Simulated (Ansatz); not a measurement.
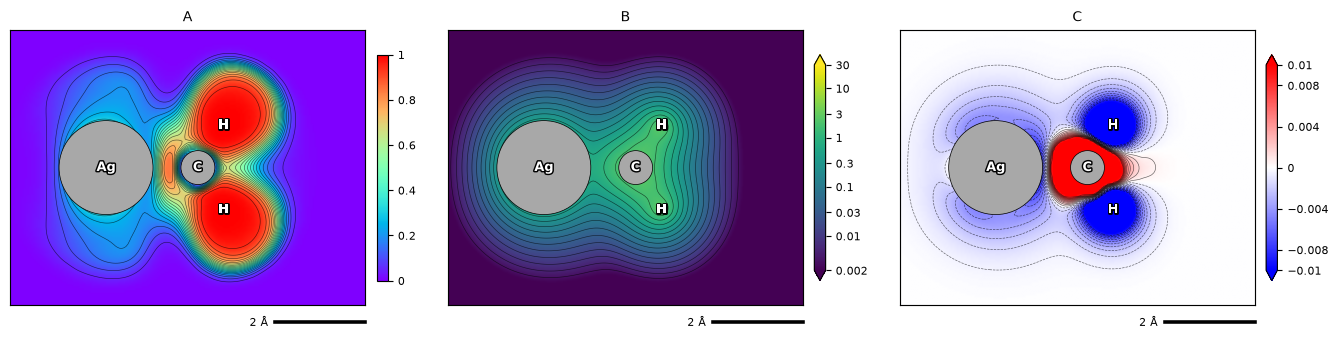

CH$_{2}$Ag (SMILES [CH2][Ag]) (doublet): 3 fields on the molecular plane, with unlabelled colour scales. Grey discs cover the atomic cores.

Geometry: B3LYP-D3(BJ)/def2-SVP; core potentials replace the inner electrons of Ag.

Method: Ansatz 0.2.0, isolated molecule in a Gaussian basis; Kohn-Sham density functional theory, functional PBE0.

```json
{"atom": "C", "x (Å)": "0.1768", "y (Å)": "-0.0776", "z (Å)": "-0.4246"}
{"atom": "Ag", "x (Å)": "0.4250", "y (Å)": "0.5465", "z (Å)": "-2.3528"}
{"atom": "H", "x (Å)": "-0.7926", "y (Å)": "0.0011", "z (Å)": "0.0811"}
{"atom": "H", "x (Å)": "1.0073", "y (Å)": "-0.5057", "z (Å)": "0.1487"}
```

Match the panels to the quantities (electron density, electron localisation function and spin density).

Panel A: electron localisation function. Panel B: electron density. Panel C: spin density (confined to the atoms that carry the unpaired spin). From the grid: C–Ag (2.04 Å): ρ at the midpoint is about 0.81 e/Å³; the ELF peaks at about 0.85 in the valence shell of C, 0.6 Å from its nucleus, and is about 0.25 at the midpoint. C–H (1.10 Å): ρ is about 2 e/Å³ halfway; the ELF climbs to about 1 towards the hydrogen, as it does in any bond to H: a covalent bond by its length.
